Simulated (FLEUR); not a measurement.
# MnO (Manganosite): parallel and opposed starts, part 2 of 3

Aim: find out whether MnO (Manganosite) carries moments, and which collinear order costs least.

FLEUR MaX-R8.1; PBE with U = 4 eV on Mn d; all-electron FLAPW, Dirac cores, scalar-relativistic bands.

So far, largest spin moment in the muffin-tin sphere (μB): step 2 (order 1, typed as ferro +) 4.73.

**3. Start 2: antiferro q=(0,1/2,1/2) +-**

Reversing part of the moments tests the sign of the couplings between them.

This order needs a doubled cell of 4 atoms. The mesh is halved along the doubled vector, so that both cells sample the same points. The k list default-1 (kpts.xml, not shown) is a Γ-centred 10×5×10 mesh.

The input, inp.xml:

```
<?xml version="1.0" encoding="UTF-8" standalone="no"?>
<fleurInput fleurInputVersion="0.39">
   <comment>
      MnO
   </comment>
   <calculationSetup>
      <cutoffs Kmax="4.05" Gmax="12.1" GmaxXC="12.1" numbands="0"/>
      <scfLoop itmax="120" minDistance="0.0001" maxIterBroyd="15" imix="Anderson" alpha="0.05" precondParam="0.0" spinf="2.0" sdNocoIR="T"/>
      <coreElectrons ctail="T" frcor="F" kcrel="0" coretail_lmax="0"/>
      <xcFunctional name="pbe" relativisticCorrections="F"/>
      <magnetism jspins="2"/>
      <soc l_soc="F" theta="0.0" phi="0.0" spav="F"/>
      <expertModes spex="0" secvar="F"/>
      <geometryOptimization l_f="F" forcealpha="1.0" forcemix="BFGS" epsdisp="0.00001" epsforce="0.00001"/>
      <ldaU l_linMix="F" mixParam="0.05" spinf="1.0"/>
   </calculationSetup>
   <cell>
      <bzIntegration valenceElectrons="42.0" mode="hist" fermiSmearingEnergy="0.00183747">
         <kPointListSelection listName="default-1"/>
         <xi:include xmlns:xi="http://www.w3.org/2001/XInclude" href="kpts.xml"> </xi:include>
      </bzIntegration>
      <xi:include xmlns:xi="http://www.w3.org/2001/XInclude" href="sym.xml"> </xi:include>
      <bulkLattice scale="1.0">
         <bravaisMatrix>
            <row-1>    0.0000000000000000     4.2008611749857998     4.2008611749857998</row-1>
            <row-2>    8.4017223499715996     0.0000000000000000     8.4017223499715996</row-2>
            <row-3>    8.4017223499715996     4.2008611749857998     4.2008611749857998</row-3>
         </bravaisMatrix>
      </bulkLattice>
   </cell>
   <atomSpecies>
      <species name="Manganese 4.500" element="Mn" atomicNumber="25">
         <mtSphere radius="2.62" gridPoints="867" logIncrement="0.014"/>
         <atomicCutoffs lmax="10" lnonsphr="8"/>
         <electronConfig flipSpins="F">
            <coreConfig>(1s1/2) (2s1/2) (2p1/2) (2p3/2)</coreConfig>
            <valenceConfig>(3s1/2) (3p1/2) (3p3/2) (4s1/2) (3d3/2) (3d5/2)</valenceConfig>
            <stateOccupation state="(3d3/2)" spinUp="1.75" spinDown="0.25"/>
            <stateOccupation state="(3d5/2)" spinUp="3.0" spinDown="0.0"/>
         </electronConfig>
         <energyParameters s="4" p="4" d="3" f="4"/>
         <ldaU l="2" U="4.0" J="0.0" l_amf="F"/>
         <lo type="SCLO" l="0" n="3" eDeriv="0"/>
         <lo type="SCLO" l="1" n="3" eDeriv="0"/>
      </species>
      <species name="Manganese -4.500" element="Mn" atomicNumber="25">
         <mtSphere radius="2.62" gridPoints="867" logIncrement="0.014"/>
         <atomicCutoffs lmax="10" lnonsphr="8"/>
         <electronConfig flipSpins="F">
            <coreConfig>(1s1/2) (2s1/2) (2p1/2) (2p3/2)</coreConfig>
            <valenceConfig>(3s1/2) (3p1/2) (3p3/2) (4s1/2) (3d3/2) (3d5/2)</valenceConfig>
            <stateOccupation state="(3d3/2)" spinUp="0.25" spinDown="1.75"/>
            <stateOccupation state="(3d5/2)" spinUp="0.0" spinDown="3.0"/>
         </electronConfig>
         <energyParameters s="4" p="4" d="3" f="4"/>
         <ldaU l="2" U="4.0" J="0.0" l_amf="F"/>
         <lo type="SCLO" l="0" n="3" eDeriv="0"/>
         <lo type="SCLO" l="1" n="3" eDeriv="0"/>
      </species>
      <species name="Oxygen (O)" element="O" atomicNumber="8">
         <mtSphere radius="1.48" gridPoints="489" logIncrement="0.022"/>
         <atomicCutoffs lmax="6" lnonsphr="4"/>
         <electronConfig flipSpins="F">
            <coreConfig>(1s1/2)</coreConfig>
            <valenceConfig>(2s1/2) (2p1/2) (2p3/2)</valenceConfig>
            <stateOccupation state="(2p1/2)" spinUp="0.666667" spinDown="0.666667"/>
            <stateOccupation state="(2p3/2)" spinUp="1.333333" spinDown="1.333333"/>
         </electronConfig>
         <energyParameters s="2" p="2" d="3" f="4"/>
      </species>
   </atomSpecies>
   <atomGroups>
      <atomGroup species="Manganese 4.500">
         <relPos label="                   1">.0000000000 .0000000000 .0000000000</relPos>
         <force calculate="T" relaxXYZ="TTT"/>
      </atomGroup>
      <atomGroup species="Manganese -4.500">
         <relPos label="                   2">.0000000000 1.000/2.000 .0000000000</relPos>
         <force calculate="T" relaxXYZ="TTT"/>
      </atomGroup>
      <atomGroup species="Oxygen (O)">
         <relPos label="                   3">1.000/2.000 .0000000000 1.000/2.000</relPos>
         <force calculate="T" relaxXYZ="TTT"/>
      </atomGroup>
      <atomGroup species="Oxygen (O)">
         <relPos label="                   4">1.000/2.000 1.000/2.000 1.000/2.000</relPos>
         <force calculate="T" relaxXYZ="TTT"/>
      </atomGroup>
   </atomGroups>
   <output dos="F" band="F" slice="F">
      <bandDOS minEnergy="-.5*Htr" maxEnergy="0.5*Htr" sigma="0.015" storeEVData="T"/>
      <plotting iplot="0" polar="F">
         <plot TwoD="T" vec1="  1.0  0.0  0.0" vec2="  0.0  1.0  0.0" vec3="  0.0  0.0  1.0" zero="  0.0  0.0  0.0" file="plot"/>
      </plotting>
      <moessbauerParams electricFieldGradient="F" isomerShift="F" coreHyperfine="F" valenceHyperfine="F"/>
   </output>
</fleurInput>
```

The input, crystal.txt:

```
MnO
&input film=F cartesian=F /
0.00000000000  2.22300000000  2.22300000000
4.44600000000  0.00000000000  4.44600000000
4.44600000000  2.22300000000  2.22300000000
1.8897261246
1.0 1.0 1.0

4
25 0.00000000000  0.00000000000  0.00000000000 : 4.500
25 0.00000000000  0.50000000000  0.00000000000 : -4.500
8 0.50000000000  0.00000000000  0.50000000000
8 0.50000000000  0.50000000000  0.50000000000

&kpt div1=10 div2=5 div3=10 gamma=T /
```

Run with:

```sh
OMP_NUM_THREADS=1 inpgen -f crystal.txt > inpgen.log  # inp.xml is then edited as shown
OMP_NUM_THREADS=1 mpirun -n 4 fleur_MPI > fleur.log
```

Output:

```text
[banner, memory and clock lines left out]
Welcome to FLEUR        (www.flapw.de)
      MaX-Release 8.1          (www.max-centre.eu)

 ========== k-point set info ==========
 Selected k-point list: default-1
 k-point list type: mesh
 0 x 0 x 0
 Number of k points: 144

 ------------Calculation Setup---------------------------
 Number of PE/node        :            4
 Number of OMP-threads    :            1
 k-points in parallel     :            4
 pe's per k-point         :            1
 No of k-point loops      :           36
 Eigenvalue solver        :       lapack
 Number of basis functions:          372
 Approximate size of matrices (H+S) per k-point:         0.002 GB
 no density matrix found ... skipping LDA+U
 Reset of history
 Iteration:     1   Distance:      21.55945921 me/bohr^3
 Iteration:     2   Distance:      19.01982298 me/bohr^3
 Iteration:     3   Distance:      16.33279309 me/bohr^3
 Iteration:     4   Distance:       8.25687627 me/bohr^3
 Iteration:     5   Distance:       6.25776447 me/bohr^3
 Iteration:     6   Distance:       2.73903915 me/bohr^3
 Iteration:     7   Distance:       1.18282729 me/bohr^3
 Iteration:     8   Distance:       0.42904075 me/bohr^3
 Iteration:     9   Distance:       0.28346376 me/bohr^3
 Iteration:    10   Distance:       0.05737210 me/bohr^3
 Iteration:    11   Distance:       0.02616728 me/bohr^3
 Iteration:    12   Distance:       0.01523746 me/bohr^3
 Iteration:    13   Distance:       0.00606315 me/bohr^3
 Iteration:    14   Distance:       0.00384837 me/bohr^3
 Iteration:    15   Distance:       0.00196745 me/bohr^3
 Iteration:    16   Distance:       0.00014318 me/bohr^3
 Iteration:    17   Distance:       0.00013370 me/bohr^3
 Iteration:    18   Distance:       0.00009633 me/bohr^3

 ********************************************************************
 Run finished successfully
 Stop message:
   all done
 ********************************************************************

--- out.xml (last complete iteration) ---
<iteration numberForCurrentRun="   18" overallNumber="   18">
         [... left out ...]
         <bandgap value="0.8825239761" units="eV"/>
         <sumValenceSingleParticleEnergies value="-25.7883921282" units="Htr"/>
         <FermiEnergy value="0.2979224721" units="Htr"/>
         <valenceDensity>
            <mtCharges spin="1">
               <mtCharge atomType="1" total="9.4204884" s="1.1864006" p="3.2339302" d="4.9249769" f="0.0523664"/>
               <mtCharge atomType="2" total="4.7134147" s="1.1429372" p="3.1933597" d="0.2993498" f="0.0536696"/>
               <mtCharge atomType="3" total="2.3582029" s="0.7321030" p="1.6237818" d="0.0020240" f="0.0002409"/>
               <mtCharge atomType="4" total="2.4074507" s="0.7395751" p="1.6639144" d="0.0034455" f="0.0004308"/>
            </mtCharges>
            <mtCharges spin="2">
               <mtCharge atomType="1" total="4.7134129" s="1.1429368" p="3.1933591" d="0.2993490" f="0.0536695"/>
               <mtCharge atomType="2" total="9.4204895" s="1.1864012" p="3.2339311" d="4.9249765" f="0.0523665"/>
               <mtCharge atomType="3" total="2.4074519" s="0.7395754" p="1.6639152" d="0.0034455" f="0.0004308"/>
               <mtCharge atomType="4" total="2.3582011" s="0.7321026" p="1.6237804" d="0.0020240" f="0.0002409"/>
            </mtCharges>
            <spinDependentCharge spin="1" total="21.0000000" interstitial="2.1004434" mtSpheres="18.8995566"/>
            <spinDependentCharge spin="2" total="21.0000000" interstitial="2.1004447" mtSpheres="18.8995553"/>
            <totalCharge value="42.0000000000"/>
         </valenceDensity>
         [... left out ...]
         <magneticMomentsInMTSpheres units="muBohr">
            <globalMagMoment atomType="1" vec="0.00000   0.00000   4.70708"/>
            <localMagMoment atomType="1" vec="0.00000   0.00000   4.70708"/>
            <globalMagMoment atomType="2" vec="0.00000   0.00000  -4.70707"/>
            <localMagMoment atomType="2" vec="0.00000   0.00000  -4.70707"/>
            <globalMagMoment atomType="3" vec="0.00000   0.00000  -0.04925"/>
            <localMagMoment atomType="3" vec="0.00000   0.00000  -0.04925"/>
            <globalMagMoment atomType="4" vec="0.00000   0.00000   0.04925"/>
            <localMagMoment atomType="4" vec="0.00000   0.00000   0.04925"/>
         </magneticMomentsInMTSpheres>
         [... left out ...]
         <totalEnergy value="    -2467.7784706514" units="Htr">
            <sumOfEigenvalues value="    -1419.4814447745">
               <coreElectrons value="-1393.6930526462"/>
               <valenceElectrons value="-25.7883921282"/>
            </sumOfEigenvalues>
            <densityCoulombPotentialIntegral value="-3757.6044326485"/>
            <densityEffectivePotentialIntegral value="-3915.7128116474"/>
            <chargeDenXCDenIntegral value="-121.9963804467"/>
            <FockExchangeEnergyValence value="0.0000000000"/>
            <FockExchangeEnergyCore value="0.0000000000"/>
         [... left out ...]
            <dftUCorrection value="-0.7172793394"/>
            <tkbTimesEntropy value="0.0000000000"/>
            <freeEnergy value="-2467.7784706514"/>
            <extrapolationTo0K value="-2467.7784706514"/>
         </totalEnergy>
         [... left out ...]
         <ldaUDensityMatrixConvergence>
            <distance spin="1" distance="0.000002"/>
            <distance spin="2" distance="0.000002"/>
         </ldaUDensityMatrixConvergence>
         <densityConvergence units="me/bohr^3">
            <chargeDensity spin="1" distance="0.0000577356"/>
            <chargeDensity spin="2" distance="0.0000578605"/>
            <overallChargeDensity distance="0.0000963309"/>
            <spinDensity distance="0.0000638970"/>
         </densityConvergence>
      </iteration>
```

It took 86 s on 4 MPI ranks of AMD EPYC 7R13 (Zen 3), shared host; peak memory 0.46 GiB; 5.7 min of CPU time.

Spin moment in the muffin-tin sphere by atom:

```tsv
atom	spin moment in the muffin-tin sphere (μB)
Mn1	4.71
Mn2	-4.71
O3	-0.05
O4	0.05
```

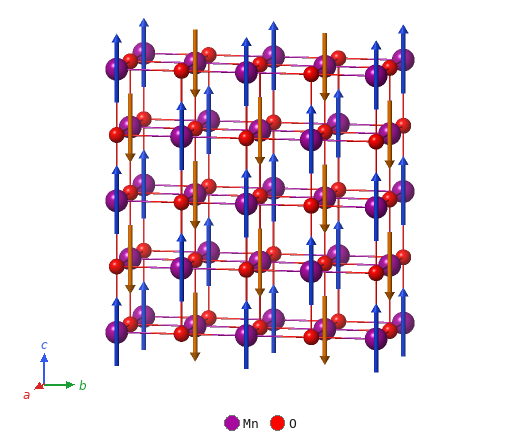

Spin moment in the muffin-tin sphere as arrows, the longest 4.71 μB. Up and down stand for the sign. Arrows give size and sign along the axis of quantisation, drawn up and down the page. The two directions have two colours. 1×2×2 conventional cells are drawn. Some periodic images of atoms are drawn too.

Read from the output:

```yaml
free_energy: -67151.6731 eV
program_s_band_gap_on_this_mesh_in_a_metal_only_a_level_spacing: 0.8825 eV
magnetization: 0 μB
final_state: antiferromagnetic
```

It lies 53.1 meV a seeded atom under the first start, and its largest moment is 4.71 μB against 4.73 μB.

**4. Order 3, typed as antiferro q=(0,0,1/2) +-**

Another pattern of signs weighs the neighbour shells otherwise.

This order needs a doubled cell of 4 atoms. The mesh is halved along the doubled vector, so that both cells sample the same points. The k list default-1 (kpts.xml, not shown) is a Γ-centred 10×10×5 mesh.

Changes to inp.xml since step 3:

```diff
@@ -25,4 +25,4 @@
             <row-1>    0.0000000000000000     4.2008611749857998     4.2008611749857998</row-1>
-            <row-2>    8.4017223499715996     0.0000000000000000     8.4017223499715996</row-2>
-            <row-3>    8.4017223499715996     4.2008611749857998     4.2008611749857998</row-3>
+            <row-2>    4.2008611749857998     0.0000000000000000     4.2008611749857998</row-2>
+            <row-3>    8.4017223499715996     8.4017223499715996     0.0000000000000000</row-3>
          </bravaisMatrix>
@@ -77,3 +77,3 @@
       <atomGroup species="Manganese -4.500">
-         <relPos label="                   2">.0000000000 1.000/2.000 .0000000000</relPos>
+         <relPos label="                   2">.0000000000 .0000000000 1.000/2.000</relPos>
          <force calculate="T" relaxXYZ="TTT"/>
@@ -81,7 +81,4 @@
       <atomGroup species="Oxygen (O)">
-         <relPos label="                   3">1.000/2.000 .0000000000 1.000/2.000</relPos>
-         <force calculate="T" relaxXYZ="TTT"/>
-      </atomGroup>
-      <atomGroup species="Oxygen (O)">
-         <relPos label="                   4">1.000/2.000 1.000/2.000 1.000/2.000</relPos>
+         <relPos label="                   3">1.000/2.000 1.000/2.000 1.000/4.000</relPos>
+         <relPos label="                   4">1.000/2.000 1.000/2.000 -1.000/4.000</relPos>
          <force calculate="T" relaxXYZ="TTT"/>
```

The input, crystal.txt:

```
MnO
&input film=F cartesian=F /
0.00000000000  2.22300000000  2.22300000000
2.22300000000  0.00000000000  2.22300000000
4.44600000000  4.44600000000  0.00000000000
1.8897261246
1.0 1.0 1.0

4
25 0.00000000000  0.00000000000  0.00000000000 : 4.500
25 0.00000000000  0.00000000000  0.50000000000 : -4.500
8 0.50000000000  0.50000000000  0.25000000000
8 0.50000000000  0.50000000000  0.75000000000

&kpt div1=10 div2=10 div3=5 gamma=T /
```

Output:

```text
[banner, memory and clock lines left out]
Welcome to FLEUR        (www.flapw.de)
      MaX-Release 8.1          (www.max-centre.eu)

 ========== k-point set info ==========
 Selected k-point list: default-1
 k-point list type: mesh
 0 x 0 x 0
 Number of k points: 144

 [... set-up left out ...]
 no density matrix found ... skipping LDA+U
 Reset of history
 Iteration:     1   Distance:      21.22692166 me/bohr^3
 Iteration:     2   Distance:      18.96011286 me/bohr^3
 Iteration:     3   Distance:      16.28402982 me/bohr^3
[...]
[... left out ...]
            <freeEnergy value="-2467.7797595674"/>
            <extrapolationTo0K value="-2467.7797595674"/>
         </totalEnergy>
         [... left out ...]
         <ldaUDensityMatrixConvergence>
            <distance spin="1" distance="0.000002"/>
            <distance spin="2" distance="0.000002"/>
         </ldaUDensityMatrixConvergence>
         <densityConvergence units="me/bohr^3">
            <chargeDensity spin="1" distance="0.0000479429"/>
            <chargeDensity spin="2" distance="0.0000471868"/>
            <overallChargeDensity distance="0.0000693927"/>
            <spinDensity distance="0.0000650759"/>
         </densityConvergence>
      </iteration>
```

Run time: 71 s. Hardware: 4 MPI ranks; peak memory 0.4 GiB; 4.7 min of CPU time.

Spin moment in the muffin-tin sphere by atom:

```tsv
atom	spin moment in the muffin-tin sphere (μB)
Mn1	4.65
Mn2	-4.65
O3	0.00
O4	0.00
```

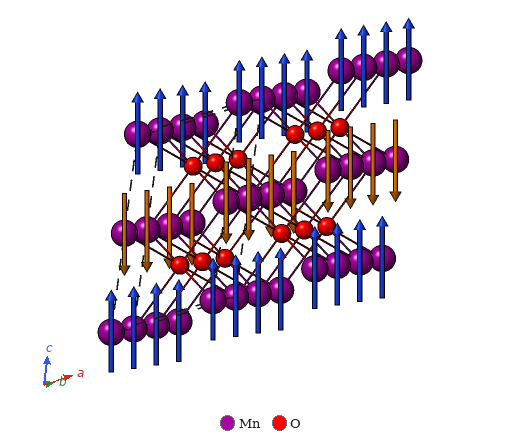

Spin moment in the muffin-tin sphere as arrows, the longest 4.65 μB. Up and down stand for the sign. Arrows give size and sign along the axis of quantisation, drawn up and down the page. The two directions have two colours. Bonds to atoms that aren't drawn are left out. 2×3×1 cells are drawn. Some periodic images of atoms are drawn too.

Numbers from this step:

```yaml
free_energy: -67151.7082 eV
program_s_band_gap_on_this_mesh_in_a_metal_only_a_level_spacing: 1.937 eV
magnetization: 0 μB
final_state: antiferromagnetic
```

It lies 70.6 meV a seeded atom under the first start, and its largest moment is 4.65 μB against 4.73 μB.

(Part 2 of 3 ends here.)

[Logs and program files are shortened in this print: banners, set-up blocks, solver, clock and traceback lines can be left out without a mark of their own.]

[Logs are printed without paths, hosts, clocks, repeated set-up lines and the standing remarks that a program may print on its own settings, such as how far it seeks lower states.]

[Hosts, paths, dates, database ids (printed as entryN), source tags and the programs' standing remarks are cut or masked in the printed files.]

[Where a cell is said to come from a database of computed structures, the database is the Materials Project.]
